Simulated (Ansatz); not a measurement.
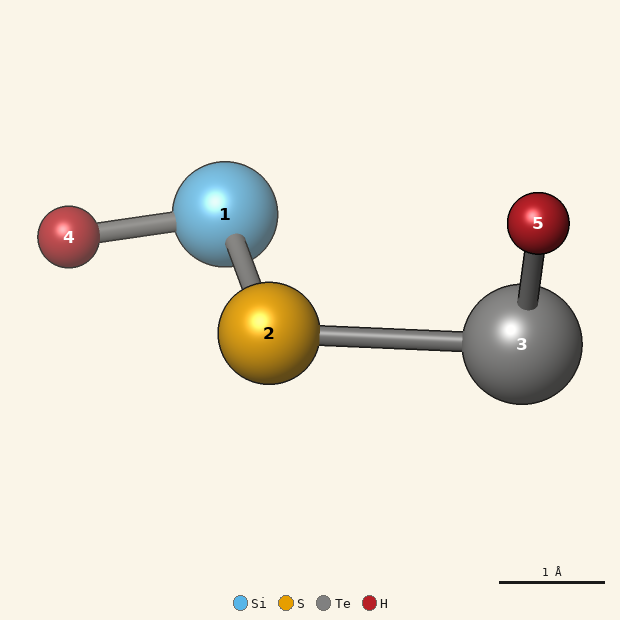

Orthographic view. Distant atoms are faded towards the background colour. The geometry was computed by an optimisation with PBE0-D4/def2-TZVP. No frequency run is at hand to confirm it as a minimum.

Give the distance matrix in Å.

```
atom   Si1    S2   Te3    H4    H5
 Si1  0.00                        
  S2  2.11  0.00                  
 Te3  3.55  2.41  0.00            
  H4  1.53  2.56  4.67  0.00      
  H5  4.19  3.02  1.66  5.20  0.00
```
